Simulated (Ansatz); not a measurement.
# singlet C2H2F+: levels of theory compared

Aim: a comparison of 6 runs (BHLYP/STO-3G, BLYP/STO-3G, CAM-B3LYP/STO-3G, r2SCAN0/STO-3G, BCCD(T)/STO-3G, CCSD/STO-3G) of singlet C2H2F+. 

The results are computed with Ansatz 0.2.0.

54 further runs of the same task are left out: 3 that didn't finish, 51 set aside as unsound or not needed.

## (1) Starting point

The species is C2H2F+ (5 atoms), meant as a singlet with charge +1. As SMILES of the parent species, `C=[C]F`. Geometry: relaxed at PBE0-D4/def2-TZVP. That shape belongs to the parent species and isn't relaxed for this state.

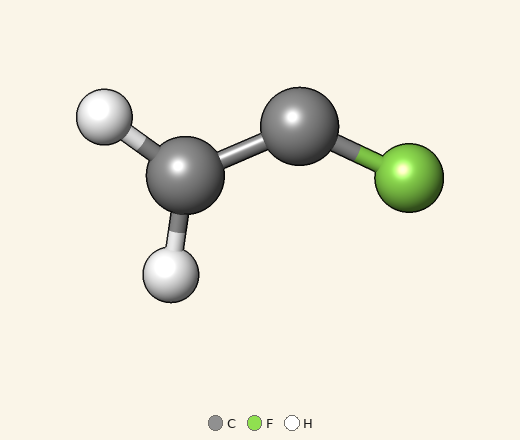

The structure, seen from a chosen angle (carbon grey, fluorine green, hydrogen white).

## (2) A single-point energy at BHLYP/STO-3G (run 1)

Input file in.yaml:

```yaml
basis:
  gaussian:
    orbitals: STO-3G
crystal:
  periodic: [false, false, false]
  atoms:
    - {symbol: C, position_ang: [0.488200, -0.200400, 0.008400]}
    - {symbol: C, position_ang: [-0.592700, 0.393700, 0.447100]}
    - {symbol: F, position_ang: [-1.725600, 0.629500, -0.148900]}
    - {symbol: H, position_ang: [0.534700, -0.590400, -1.005400]}
    - {symbol: H, position_ang: [1.345200, -0.306200, 0.657500]}
total_charge: 1
hamiltonian:
  xc: {name: BHLYP}
accuracy: high
```

Command:

```sh
$ ansatz run in.yaml --threads 1 --pin off --max-ram 2610MiB --events-out events.jsonl --progress --plain --runs-dir runs
```

Standard output:

```text
Warning: RAYON_NUM_THREADS=1 ignored (pool sized by the plan → 1); use --threads N
Functional definition: BHLYP
  name "BHLYP"
  parameter a = 0.5
  exchange = (1 - a)*b88_x + a*exact_x
  correlation = lyp_c
294 factors; integrals over basis functions are off by at most 4.1e-8 eV
mean field evaluation 1: about -4741.5028 eV, gradient 2.9e1 eV
mean field evaluation 2: about -4738.3146 eV, gradient 4.9e1 eV
mean field evaluation 4: about -4744.2627 eV, gradient 1.8e0 eV
mean field evaluation 8: about -4744.2628 eV, gradient 3.6e-2 eV
mean field evaluation 16: about -4744.2628 eV, gradient 9.1e-6 eV
mean field -4744.26280824 eV, -174.3484424259 hartree, gradient 2.3e-8 eV, S^2 0.000000; 0 other end points of the search recorded, 0 dependent functions left out
reference -4744.26282409 eV, -174.3484430086 hartree; 11, 11 occupied and 6, 6 virtual orbitals, 294 factors
Total energy: -4744.26282409 eV, -174.3484430086 hartree
```

Wall time 0.48 s (1 thread of Intel Xeon 6975P-C (Granite Rapids), shared host).

## (3) A single-point energy at BLYP/STO-3G (run 2)

Input file input.yaml:

```yaml
basis:
  gaussian: {orbitals: STO-3G}
crystal:
  periodic: [false, false, false]
  atoms:
    - {symbol: C, position_ang: [0.488200, -0.200400, 0.008400]}
    - {symbol: C, position_ang: [-0.592700, 0.393700, 0.447100]}
    - {symbol: F, position_ang: [-1.725600, 0.629500, -0.148900]}
    - {symbol: H, position_ang: [0.534700, -0.590400, -1.005400]}
    - {symbol: H, position_ang: [1.345200, -0.306200, 0.657500]}
total_charge: 1
magnetization: {spin_polarized: false, initial_magnetization: 0}
hamiltonian: {xc: {name: BLYP}}
accuracy: high
```

Command:

```sh
$ ansatz run input.yaml --threads 1 --pin off --max-ram 2610MiB --events-out events.jsonl --progress --plain --runs-dir runs
```

Standard output:

```text
Warning: RAYON_NUM_THREADS=1 ignored (pool sized by the plan → 1); use --threads N
Functional definition: BLYP
  name "BLYP"
  parameter beta = 0.0042
  parameter a = 0.04918
  parameter b = 0.132
  parameter c = 0.2533
  parameter d = 0.349
  exchange = b88_x(beta = beta)
  correlation = lyp_c(a = a, b = b, c = c, d = d)
294 factors; integrals over basis functions are off by at most 4.1e-8 eV
mean field evaluation 1: about -4743.0527 eV, gradient 2.6e1 eV
mean field evaluation 2: about -4719.4546 eV, gradient 8.4e1 eV
mean field evaluation 4: about -4743.8829 eV, gradient 2.0e1 eV
mean field evaluation 8: about -4744.9993 eV, gradient 6.6e-2 eV
mean field evaluation 16: about -4744.9993 eV, gradient 1.1e-6 eV
mean field -4744.99933864 eV, -174.3755094189 hartree, gradient 4.5e-8 eV, S^2 0.000000; 0 other end points of the search recorded, 0 dependent functions left out
reference -4744.99937012 eV, -174.3755105757 hartree; 11, 11 occupied and 6, 6 virtual orbitals, 294 factors
Total energy: -4744.99937012 eV, -174.3755105757 hartree
```

Run time: 0.46 s. Hardware: 1 thread of Intel Xeon 6975P-C (Granite Rapids), shared host.

Run 3 isn't shown in full; the table further down has it.

## (4) A single-point energy at r2SCAN0/STO-3G (run 4)

Input file molecule.yaml:

```yaml
crystal:
  periodic: [false, false, false]
  atoms:
    - {symbol: C, position_ang: [0.488200, -0.200400, 0.008400]}
    - {symbol: C, position_ang: [-0.592700, 0.393700, 0.447100]}
    - {symbol: F, position_ang: [-1.725600, 0.629500, -0.148900]}
    - {symbol: H, position_ang: [0.534700, -0.590400, -1.005400]}
    - {symbol: H, position_ang: [1.345200, -0.306200, 0.657500]}
basis:
  gaussian:
    orbitals: STO-3G
total_charge: 1
hamiltonian:
  xc: {name: r2SCAN0}
accuracy: high
```

Command:

```sh
$ ansatz run molecule.yaml --threads 1 --pin off --max-ram 2610MiB --events-out events.jsonl --progress --plain --runs-dir runs
```

Standard output:

```text
Warning: RAYON_NUM_THREADS=1 ignored (pool sized by the plan → 1); use --threads N
Functional definition: r2SCAN0
  name "r2SCAN0"
  parameter a = 0.25
  parameter k0 = 0.174
  parameter k1 = 0.065
  parameter a1 = 4.9479
  exchange = (1 - a)*r2scan_x(k0 = k0, k1 = k1, a1 = a1) + a*exact_x
  correlation = r2scan_c
294 factors; integrals over basis functions are off by at most 4.1e-8 eV
mean field evaluation 1: about -4741.9274 eV, gradient 2.7e1 eV
mean field evaluation 2: about -4733.9494 eV, gradient 6.4e1 eV
mean field evaluation 4: about -4744.2327 eV, gradient 2.6e0 eV
mean field evaluation 8: about -4744.1998 eV, gradient 3.3e-2 eV
mean field evaluation 16: about -4744.1998 eV, gradient 9.5e-7 eV
mean field -4744.19982838 eV, -174.3461279588 hartree, gradient 8.4e-8 eV, S^2 0.000000; 0 other end points of the search recorded, 0 dependent functions left out
reference -4744.19982860 eV, -174.3461279670 hartree; 11, 11 occupied and 6, 6 virtual orbitals, 294 factors
Total energy: -4744.19982860 eV, -174.3461279670 hartree
```

It took 1 s on 1 thread of Intel Xeon 6975P-C (Granite Rapids), shared host; peak memory 0.14 GiB.

Run 5 isn't shown in full; the table further down has it.

## (5) The energy at CCSD/STO-3G (run 6)

in.yaml, as its differences from that of step 2:

```diff
@@ -1,4 +1 @@
-basis:
-  gaussian:
-    orbitals: STO-3G
 crystal:
@@ -11,5 +8,11 @@
     - {symbol: H, position_ang: [1.345200, -0.306200, 0.657500]}
+basis:
+  gaussian:
+    orbitals: STO-3G
+correlation:
+  method: ccsd
+  frozen_orbitals: {C: 1, F: 1, H: 0}
 total_charge: 1
-hamiltonian:
-  xc: {name: BHLYP}
 accuracy: high
+scf:
+  omitted_lower_state_checks: [cluster_reference, increment]
```

Command:

```sh
$ ansatz run in.yaml --threads 1 --pin off --max-ram 2610MiB --events-out events.jsonl --progress --plain --runs-dir runs
```

Standard output (excerpt; [...] marks lines left out):

```text
Warning: RAYON_NUM_THREADS=1 ignored (pool sized by the plan → 1); use --threads N
Functional definition: HF
  name "HF"
[...]
294 factors; integrals over basis functions are off by at most 4.1e-8 eV
[...]
mean field -4723.35172982 eV, -173.5799744681 hartree, gradient 2.8e-8 eV, S^2 0.000000; 0 other end points of the search recorded, 0 dependent functions left out; unrestricted orbitals would lower it
3 core orbitals not correlated: weight in the atoms' cores, before any rotation towards them, 1.000 or more for the frozen orbitals, at most 0.000 for the correlated occupied ones
reference -4723.35172982 eV, -173.5799744681 hartree; 8, 8 occupied and 6, 6 virtual orbitals, 294 factors
second order -4.30884078 eV of doubles, -0.00000000 eV of singles
cycle   1  -4.72314350 eV  change   -4.1e-1 eV  update   1.3e-1
[...]
cycle  27  -5.37026932 eV  change  -2.8e-10 eV  update  6.6e-10
Total energy: -4728.72199914 eV, -173.7773282254 hartree
Checks for a lower state left out: cluster_reference, increment
```

Run time: 0.18 s. Hardware: 1 thread of Intel Xeon 6975P-C (Granite Rapids), shared host.

## (6) All runs side by side

```
run             level  frozen core orbitals  energy (Eh)  wall time
  1      BHLYP/STO-3G                     –  -174.348443     0.48 s
  2       BLYP/STO-3G                     –  -174.375511     0.46 s
  3  CAM-B3LYP/STO-3G                     –  -174.338456     0.65 s
  4    r2SCAN0/STO-3G                     –  -174.346128        1 s
  5    BCCD(T)/STO-3G                     3  -173.786253     0.22 s
  6       CCSD/STO-3G                     3  -173.777328     0.18 s
```

## (7) Summary of results

| quantity | value |
| --- | --- |
| run 6: total energy | -173.77733 Eh |
| run 6: correlation energy (3 core orbitals frozen) | -197.4 mEh |
| run 6: T1 diagnostic | 0.034 |

In words: Totals of different functionals can't be ranked against each other. In run 6 the T1 diagnostic is large, so a single reference may not serve. In runs 5, 6 the log says that unrestricted orbitals would lower the reference, so the values rest on an unstable closed-shell determinant (other closed-shell runs at this shape may share the fault). In runs 1, 2, 3, 4, 5, 6 the basis is minimal, so the values are rough. All runs together took 3 s, the longest 1 s.
